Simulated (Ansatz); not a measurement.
# BFH3NS: two geometries relaxed

Are the two ends of the shift of H7 from S4 to B2 separate minima, and which lies lower? Each is relaxed from a guess. SMILES of the start: NB(F)S.

Program: Ansatz 0.2.0. Level of theory: RKS PBE0/def2-SVP. These are calculated values, not measurements.

## 1. The system as given

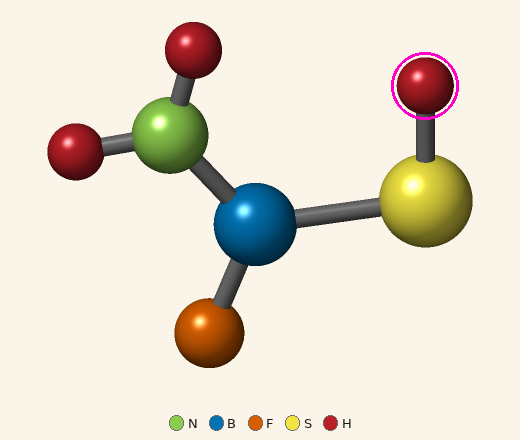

The starting structure, seen from a chosen angle (nitrogen green, boron blue, fluorine orange, sulfur yellow, hydrogen red). Ringed: H7.

Coordinates:

```xyz
7

N    -0.1588    0.7221    0.5925
B     0.2240   -0.5621    0.2252
F     0.6392   -1.3922    1.1794
S     0.1821   -1.1699   -1.4812
H    -0.4895    1.4307   -0.0366
H    -0.1253    1.0221    1.5517
H    -0.2717   -0.0507   -2.0311
```

## 2. Relaxing end A

Input file input.yaml:

```yaml
crystal:
  periodic: [false, false, false]
  atoms:
    - { symbol: "N", position_ang: [-0.15877, 0.7221, 0.59252] }
    - { symbol: B, position_ang: [0.22396, -0.56212, 0.22521] }
    - { symbol: F, position_ang: [0.63923, -1.39221, 1.17943] }
    - { symbol: S, position_ang: [0.1821, -1.16988, -1.48121] }
    - { symbol: H, position_ang: [-0.48948, 1.43073, -0.03657] }
    - { symbol: H, position_ang: [-0.12528, 1.02207, 1.55171] }
    - { symbol: H, position_ang: [-0.27175, -0.05068, -2.03109] }
basis:
  gaussian: { orbitals: def2-SVP }
hamiltonian:
  xc: pbe0
relax:
  f_tol: 0.02
  max_steps: 50
```

On the command line:

```sh
$ ansatz run input.yaml --threads 1 --pin off --max-ram 2048MiB --backend cpu --events-out ev --progress --plain --runs-dir out
```

The log of the run:

```text
Warning: RAYON_NUM_THREADS=1 ignored (pool sized by the plan → 1); use --threads N
The last accepted step is kept in <dir> (removed where the run ends without a failure and the disk answers)
Engine: ansatz 0.2.0, aarch64-unknown-linux-gnu
Functional definition: PBE0
  parameter a = 0.25
  parameter kappa = 0.804
  parameter beta = 0.06672455060314922
  exchange = (1 - a)*pbe_x(kappa = kappa, mu = beta*pi^2/3) + a*exact_x
  correlation = pbe_c(beta = beta)
801 factors; integrals over basis functions are off by at most 4.1e-4 eV
mean field evaluation 1: about -15750.0349 eV, gradient 5.1e1 eV
mean field evaluation 2: about -15746.5499 eV, gradient 6.4e1 eV
mean field evaluation 4: about -15754.9122 eV, gradient 2.1e0 eV
mean field evaluation 8: about -15754.9697 eV, gradient 1.4e-1 eV
mean field -15754.96978516 eV, -578.9844605025 hartree, gradient 3.1e-5 eV, S^2 0.000000; 0 other end points of the search recorded, 0 dependent functions left out
the calculation of the forces begins
reference -15754.96980544 eV, -578.9844612479 hartree; 20, 20 occupied and 55, 55 virtual orbitals, 801 factors
relax step   1: F+E_penalty+E_count = -15754.96978516 eV  Δ(F+E_penalty+E_count) = +0.000e0 eV  max|allowed force component| = 8.138e-1 eV/Å  Δτ_max = 0.0000 Å  (25 SCF iters, accepted)
these checks for a lower state are left out or cut short: starts, cluster_reference, orbital_swaps, neighbouring_geometries, increment
801 factors; integrals over basis functions are off by at most 4.2e-4 eV
mean field evaluation 16: about -15754.9325 eV, gradient 1.5e0 eV
mean field -15754.98741316 eV, -578.9851083196 hartree, gradient 1.4e-5 eV, S^2 0.000000; 0 other end points of the search recorded, 0 dependent functions left out
the calculation of the forces begins
reference -15754.98743347 eV, -578.9851090661 hartree; 20, 20 occupied and 55, 55 virtual orbitals, 801 factors
relax step   2: F+E_penalty+E_count = -15754.98741316 eV  Δ(F+E_penalty+E_count) = -1.763e-2 eV  max|allowed force component| = 2.894e-1 eV/Å  Δτ_max = 0.0203 Å  (30 SCF iters, accepted)
these checks for a lower state are left out or cut short: starts, cluster_reference, orbital_swaps, neighbouring_geometries, increment
801 factors; integrals over basis functions are off by at most 4.4e-4 eV
mean field -15754.98861650 eV, -578.9851525414 hartree, gradient 1.4e-5 eV, S^2 0.000000; 0 other end points of the search recorded, 0 dependent functions left out
the calculation of the forces begins
reference -15754.98863684 eV, -578.9851532891 hartree; 20, 20 occupied and 55, 55 virtual orbitals, 801 factors
relax step   3: F+E_penalty+E_count = -15754.98861650 eV  Δ(F+E_penalty+E_count) = -1.203e-3 eV  max|allowed force component| = 2.003e-1 eV/Å  Δτ_max = 0.0273 Å  (30 SCF iters, accepted)
these checks for a lower state are left out or cut short: starts, cluster_reference, orbital_swaps, neighbouring_geometries, increment
801 factors; integrals over basis functions are off by at most 4.3e-4 eV
mean field evaluation 32: about -15754.9903 eV, gradient 2.5e-1 eV
mean field -15754.99045222 eV, -578.9852200031 hartree, gradient 1.4e-5 eV, S^2 0.000000; 0 other end points of the search recorded, 0 dependent functions left out
the calculation of the forces begins
reference -15754.99047257 eV, -578.9852207509 hartree; 20, 20 occupied and 55, 55 virtual orbitals, 801 factors
relax step   4: F+E_penalty+E_count = -15754.99045222 eV  Δ(F+E_penalty+E_count) = -1.836e-3 eV  max|allowed force component| = 4.991e-2 eV/Å  Δτ_max = 0.0209 Å  (30 SCF iters, accepted)
these checks for a lower state are left out or cut short: starts, cluster_reference, orbital_swaps, neighbouring_geometries, increment
801 factors; integrals over basis functions are off by at most 4.3e-4 eV
mean field -15754.99070560 eV, -578.9852293145 hartree, gradient 1.1e-5 eV, S^2 0.000000; 0 other end points of the search recorded, 0 dependent functions left out
the calculation of the forces begins
reference -15754.99072594 eV, -578.9852300619 hartree; 20, 20 occupied and 55, 55 virtual orbitals, 801 factors
relax step   5: F+E_penalty+E_count = -15754.99070560 eV  Δ(F+E_penalty+E_count) = -2.534e-4 eV  max|allowed force component| = 1.581e-2 eV/Å  Δτ_max = 0.0048 Å  (23 SCF iters, accepted)
801 factors; integrals over basis functions are off by at most 4.3e-4 eV
mean field -15754.99070560 eV, -578.9852293145 hartree, gradient 1.1e-5 eV, S^2 0.000000; 1 other end points of the search recorded, 0 dependent functions left out
the calculation of the forces begins
reference -15754.99072594 eV, -578.9852300619 hartree; 20, 20 occupied and 55, 55 virtual orbitals, 801 factors
Total energy: -15754.99072594 eV, -578.9852300619 hartree
Atom 0 at    -0.163530     0.739917     0.607114 Å, force    -0.003833     0.010784     0.002704 eV/Å
Atom 1 at     0.217895    -0.550099     0.224854 Å, force     0.000138     0.012647     0.015813 eV/Å
Atom 2 at     0.640985    -1.403478     1.163798 Å, force    -0.002780     0.000932    -0.009475 eV/Å
Atom 3 at     0.192156    -1.196435    -1.484546 Å, force    -0.001137     0.003081    -0.000148 eV/Å
Atom 4 at    -0.495395     1.454447    -0.022818 Å, force     0.002520    -0.010852    -0.006990 eV/Å
Atom 5 at    -0.121519     1.025883     1.577107 Å, force     0.004103    -0.012703    -0.002368 eV/Å
Atom 6 at    -0.270581    -0.070224    -2.065508 Å, force     0.000990    -0.003889     0.000464 eV/Å
Dipole moment:    -0.226662     0.683881     0.032019 e Å
```

Wall time 13 s (1 thread of an Arm CPU, shared host); peak memory 0.13 GiB.

Step by step:

```csv
step,energy from step 1 (eV),largest force component (eV/Å)
1,0.0000,0.8138
2,-0.0176,0.2894
3,-0.0188,0.2003
4,-0.0207,0.0499
5,-0.0209,0.0158
```

Step 1 is the start.

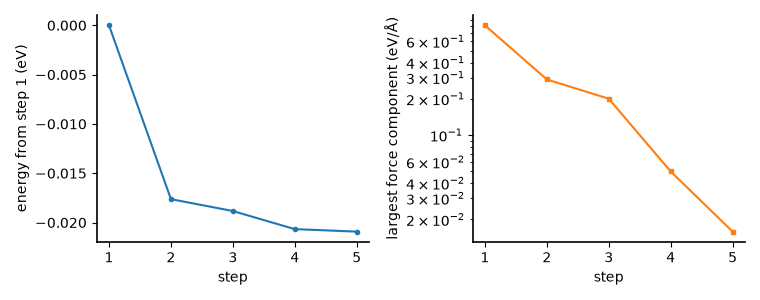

Energy and largest force along the relaxation.

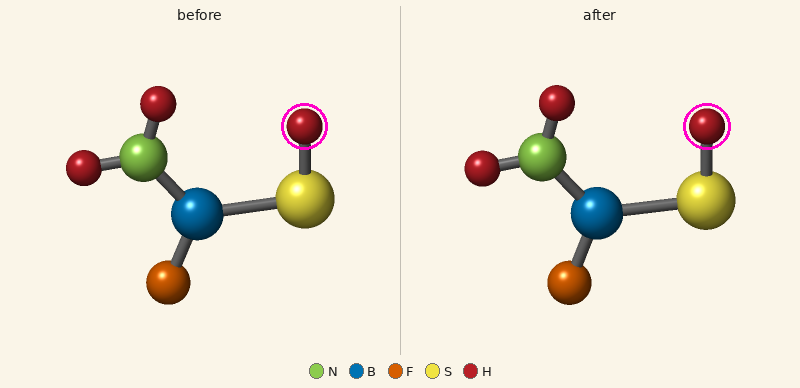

Before and after, at one scale.

After: Bond lengths: N1–B2 1.398 Å, B2–F3 1.337 Å, B2–S4 1.828 Å, N1–H5 1.009 Å, N1–H6 1.012 Å, S4–H7 1.349 Å. Angles: N1–B2–F3 118.9°, N1–B2–S4 125.3°, F3–B2–S4 115.8°, B2–N1–H5 124.9°, B2–N1–H6 120.7°, H5–N1–H6 114.3°, B2–S4–H7 96.5°.

## 3. Relaxing end B

The second end starts from a geometry with the move made by hand.

input.yaml: that of step 2 with these lines changed.

```diff
@@ -9,3 +9,3 @@
     - { symbol: H, position_ang: [-0.12528, 1.02207, 1.55171] }
-    - { symbol: H, position_ang: [-0.27175, -0.05068, -2.03109] }
+    - { symbol: H, position_ang: [-0.058, 0.03791, -0.73883] }
 basis:
```

On the command line:

```sh
$ ansatz run input.yaml --threads 1 --pin off --max-ram 2048MiB --backend cpu --events-out ev --progress --plain --runs-dir out
```

The log of the run:

```text
Warning: RAYON_NUM_THREADS=1 ignored (pool sized by the plan → 1); use --threads N
[... 8 set-up lines as earlier in the session ...]
799 factors; integrals over basis functions are off by at most 4.4e-4 eV
mean field evaluation 1: about -15747.4376 eV, gradient 4.9e1 eV
mean field evaluation 2: about -15743.5604 eV, gradient 6.4e1 eV
mean field evaluation 4: about -15752.0270 eV, gradient 2.2e0 eV
mean field evaluation 8: about -15752.0880 eV, gradient 5.4e-2 eV
mean field evaluation 16: about -15752.0880 eV, gradient 5.4e-5 eV
mean field -15752.08799818 eV, -578.8785567843 hartree, gradient 5.4e-5 eV, S^2 0.000000; 0 other end points of the search recorded, 0 dependent functions left out
the calculation of the forces begins
reference -15752.08801725 eV, -578.8785574854 hartree; 20, 20 occupied and 55, 55 virtual orbitals, 799 factors
relax step   1: F+E_penalty+E_count = -15752.08799818 eV  Δ(F+E_penalty+E_count) = +0.000e0 eV  max|allowed force component| = 6.509e0 eV/Å  Δτ_max = 0.0000 Å  (25 SCF iters, accepted)
these checks for a lower state are left out or cut short: starts, cluster_reference, orbital_swaps, neighbouring_geometries, increment
799 factors; integrals over basis functions are off by at most 6.5e-4 eV
mean field -15752.93087745 eV, -578.9095320263 hartree, gradient 1.8e-5 eV, S^2 0.000000; 0 other end points of the search recorded, 0 dependent functions left out
the calculation of the forces begins
reference -15752.93089651 eV, -578.9095327266 hartree; 20, 20 occupied and 55, 55 virtual orbitals, 799 factors
relax step   2: F+E_penalty+E_count = -15752.93087745 eV  Δ(F+E_penalty+E_count) = -8.429e-1 eV  max|allowed force component| = 4.321e0 eV/Å  Δτ_max = 0.1287 Å  (30 SCF iters, accepted)
these checks for a lower state are left out or cut short: starts, cluster_reference, orbital_swaps, neighbouring_geometries, increment
799 factors; integrals over basis functions are off by at most 6.2e-4 eV
mean field -15753.75237128 eV, -578.9397213676 hartree, gradient 6.7e-6 eV, S^2 0.000000; 0 other end points of the search recorded, 0 dependent functions left out
the calculation of the forces begins
reference -15753.75239019 eV, -578.9397220628 hartree; 20, 20 occupied and 55, 55 virtual orbitals, 799 factors
relax step   3: F+E_penalty+E_count = -15753.75237128 eV  Δ(F+E_penalty+E_count) = -8.215e-1 eV  max|allowed force component| = 2.636e0 eV/Å  Δτ_max = 0.2000 Å  (28 SCF iters, accepted)
these checks for a lower state are left out or cut short: starts, cluster_reference, orbital_swaps, neighbouring_geometries, increment
799 factors; integrals over basis functions are off by at most 8.2e-4 eV
mean field evaluation 32: about -15754.2615 eV, gradient 1.6e-1 eV
mean field -15754.31098625 eV, -578.9602500893 hartree, gradient 2.2e-5 eV, S^2 0.000000; 0 other end points of the search recorded, 0 dependent functions left out
the calculation of the forces begins
reference -15754.31100538 eV, -578.9602507923 hartree; 20, 20 occupied and 55, 55 virtual orbitals, 799 factors
relax step   4: F+E_penalty+E_count = -15754.31098625 eV  Δ(F+E_penalty+E_count) = -5.586e-1 eV  max|allowed force component| = 1.923e0 eV/Å  Δτ_max = 0.1970 Å  (29 SCF iters, accepted)
these checks for a lower state are left out or cut short: starts, cluster_reference, orbital_swaps, neighbouring_geometries, increment
799 factors; integrals over basis functions are off by at most 9.8e-4 eV
mean field -15754.68674278 eV, -578.9740588868 hartree, gradient 1.9e-5 eV, S^2 0.000000; 0 other end points of the search recorded, 0 dependent functions left out
the calculation of the forces begins
reference -15754.68676213 eV, -578.9740595980 hartree; 20, 20 occupied and 55, 55 virtual orbitals, 799 factors
relax step   5: F+E_penalty+E_count = -15754.68674278 eV  Δ(F+E_penalty+E_count) = -3.758e-1 eV  max|allowed force component| = 1.171e0 eV/Å  Δτ_max = 0.1938 Å  (30 SCF iters, accepted)
these checks for a lower state are left out or cut short: starts, cluster_reference, orbital_swaps, neighbouring_geometries, increment
799 factors; integrals over basis functions are off by at most 9.7e-4 eV
mean field -15754.88310050 eV, -578.9812749000 hartree, gradient 1.9e-5 eV, S^2 0.000000; 0 other end points of the search recorded, 0 dependent functions left out
the calculation of the forces begins
reference -15754.88312034 eV, -578.9812756292 hartree; 20, 20 occupied and 55, 55 virtual orbitals, 799 factors
relax step   6: F+E_penalty+E_count = -15754.88310050 eV  Δ(F+E_penalty+E_count) = -1.964e-1 eV  max|allowed force component| = 6.922e-1 eV/Å  Δτ_max = 0.1950 Å  (29 SCF iters, accepted)
these checks for a lower state are left out or cut short: starts, cluster_reference, orbital_swaps, neighbouring_geometries, increment
799 factors; integrals over basis functions are off by at most 1.0e-3 eV
mean field -15754.96210708 eV, -578.9841783383 hartree, gradient 2.5e-5 eV, S^2 0.000000; 0 other end points of the search recorded, 0 dependent functions left out
the calculation of the forces begins
reference -15754.96212734 eV, -578.9841790830 hartree; 20, 20 occupied and 55, 55 virtual orbitals, 799 factors
relax step   7: F+E_penalty+E_count = -15754.96210708 eV  Δ(F+E_penalty+E_count) = -7.901e-2 eV  max|allowed force component| = 5.988e-1 eV/Å  Δτ_max = 0.2000 Å  (29 SCF iters, accepted)
these checks for a lower state are left out or cut short: starts, cluster_reference, orbital_swaps, neighbouring_geometries, increment
800 factors; integrals over basis functions are off by at most 1.1e-3 eV
mean field evaluation 64: about -15754.9628 eV, gradient 1.3e-5 eV
mean field -15754.96276078 eV, -578.9842023615 hartree, gradient 1.3e-5 eV, S^2 0.000000; 0 other end points of the search recorded, 0 dependent functions left out
the calculation of the forces begins
reference -15754.96278130 eV, -578.9842031153 hartree; 20, 20 occupied and 55, 55 virtual orbitals, 800 factors
relax step   8: F+E_penalty+E_count = -15754.96276078 eV  Δ(F+E_penalty+E_count) = -6.537e-4 eV  max|allowed force component| = 7.339e-1 eV/Å  Δτ_max = 0.1211 Å  (28 SCF iters, accepted)
these checks for a lower state are left out or cut short: starts, cluster_reference, orbital_swaps, neighbouring_geometries, increment
800 factors; integrals over basis functions are off by at most 1.1e-3 eV
mean field -15754.98759270 eV, -578.9851149175 hartree, gradient 1.3e-5 eV, S^2 0.000000; 0 other end points of the search recorded, 0 dependent functions left out
the calculation of the forces begins
reference -15754.98761320 eV, -578.9851156709 hartree; 20, 20 occupied and 55, 55 virtual orbitals, 800 factors
relax step   9: F+E_penalty+E_count = -15754.98759270 eV  Δ(F+E_penalty+E_count) = -2.483e-2 eV  max|allowed force component| = 3.052e-1 eV/Å  Δτ_max = 0.0514 Å  (29 SCF iters, accepted)
these checks for a lower state are left out or cut short: starts, cluster_reference, orbital_swaps, neighbouring_geometries, increment
800 factors; integrals over basis functions are off by at most 1.1e-3 eV
mean field -15754.99060325 eV, -578.9852255533 hartree, gradient 1.4e-5 eV, S^2 0.000000; 0 other end points of the search recorded, 0 dependent functions left out
the calculation of the forces begins
reference -15754.99062376 eV, -578.9852263071 hartree; 20, 20 occupied and 55, 55 virtual orbitals, 800 factors
relax step  10: F+E_penalty+E_count = -15754.99060325 eV  Δ(F+E_penalty+E_count) = -3.011e-3 eV  max|allowed force component| = 3.026e-2 eV/Å  Δτ_max = 0.0226 Å  (31 SCF iters, accepted)
these checks for a lower state are left out or cut short: starts, cluster_reference, orbital_swaps, neighbouring_geometries, increment
800 factors; integrals over basis functions are off by at most 1.1e-3 eV
mean field -15754.99069136 eV, -578.9852287914 hartree, gradient 1.5e-5 eV, S^2 0.000000; 0 other end points of the search recorded, 0 dependent functions left out
the calculation of the forces begins
reference -15754.99071188 eV, -578.9852295452 hartree; 20, 20 occupied and 55, 55 virtual orbitals, 800 factors
relax step  11: F+E_penalty+E_count = -15754.99069136 eV  Δ(F+E_penalty+E_count) = -8.811e-5 eV  max|allowed force component| = 1.759e-2 eV/Å  Δτ_max = 0.0028 Å  (23 SCF iters, accepted)
800 factors; integrals over basis functions are off by at most 1.1e-3 eV
mean field evaluation 96: about -15754.9907 eV, gradient 5.0e-2 eV
mean field -15754.99069136 eV, -578.9852287914 hartree, gradient 1.5e-5 eV, S^2 0.000000; 1 other end points of the search recorded, 0 dependent functions left out
the calculation of the forces begins
reference -15754.99071188 eV, -578.9852295452 hartree; 20, 20 occupied and 55, 55 virtual orbitals, 800 factors
Total energy: -15754.99071188 eV, -578.9852295452 hartree
Atom 0 at    -0.143126     0.738465     0.807024 Å, force     0.003865    -0.009523    -0.011303 eV/Å
Atom 1 at     0.236565    -0.545174     0.402611 Å, force    -0.002571     0.002007    -0.012617 eV/Å
Atom 2 at     0.625464    -1.427907     1.328694 Å, force    -0.004310     0.000597    -0.000265 eV/Å
Atom 3 at     0.249944    -1.146770    -1.324445 Å, force     0.004800     0.007649     0.017593 eV/Å
Atom 4 at    -0.447801     1.469771     0.182752 Å, force    -0.003637     0.003296     0.007335 eV/Å
Atom 5 at    -0.127781     0.999520     1.784652 Å, force     0.003746    -0.001299    -0.002294 eV/Å
Atom 6 at    -0.179506     0.000694    -1.889028 Å, force    -0.001892    -0.002727     0.001551 eV/Å
Dipole moment:    -0.219885     0.685528     0.044743 e Å
```

Run time: 26 s. Hardware: 1 thread of an Arm CPU, shared host; peak memory 0.14 GiB.

The steps of the relaxation:

| step | energy from step 1 (eV) | largest force component (eV/Å) |
| --- | --- | --- |
| 1 | 0.0000 | 6.5086 |
| 2 | -0.8429 | 4.3212 |
| 3 | -1.6644 | 2.6355 |
| 4 | -2.2230 | 1.9229 |
| 5 | -2.5987 | 1.1712 |
| 6 | -2.7951 | 0.6922 |
| 7 | -2.8741 | 0.5988 |
| 8 | -2.8748 | 0.7339 |
| 9 | -2.8996 | 0.3052 |
| 10 | -2.9026 | 0.0303 |
| 11 | -2.9027 | 0.0176 |

Step 1 is the start.

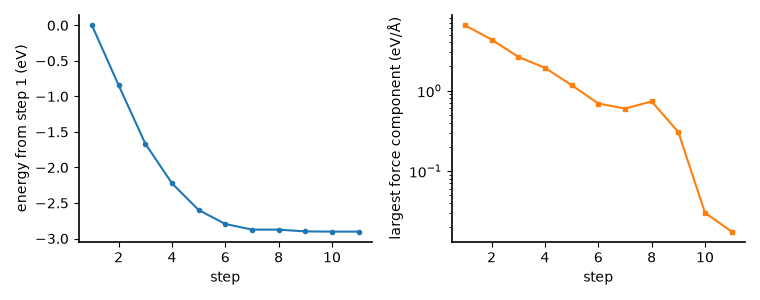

Energy and largest force along the relaxation.

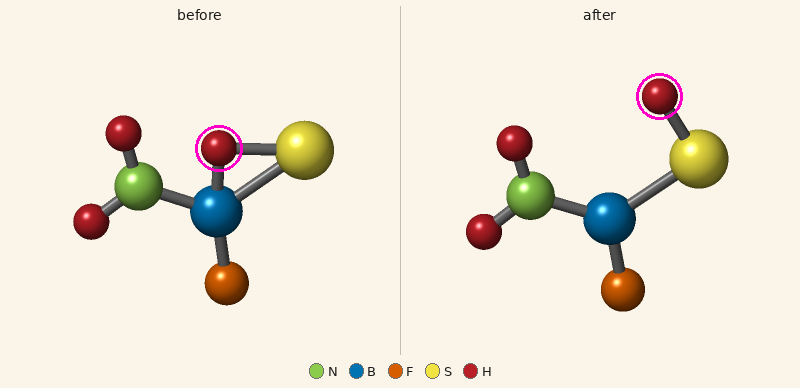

Before and after, at one scale.

After: Bond lengths: N1–B2 1.398 Å, B2–F3 1.337 Å, B2–S4 1.829 Å, N1–H5 1.009 Å, N1–H6 1.012 Å, S4–H7 1.349 Å. Angles: N1–B2–F3 119.0°, N1–B2–S4 125.2°, F3–B2–S4 115.8°, B2–N1–H5 124.7°, B2–N1–H6 120.8°, H5–N1–H6 114.5°, B2–S4–H7 96.5°.

Bonds by distance changed on the way: broken B2–H7.

## 4. What came out

```
                           quantity                     value
                              end A   4 moves, 0.021 eV lower
                              end B  10 moves, 2.903 eV lower
largest difference between the ends                    0.00 Å
            end B relative to end A                 +0.000 eV
```

Both starts fell into the same minimum (no atom differs by more than 0.00 Å), so from this start no second minimum was found and no band was run; another arrangement could still be one.
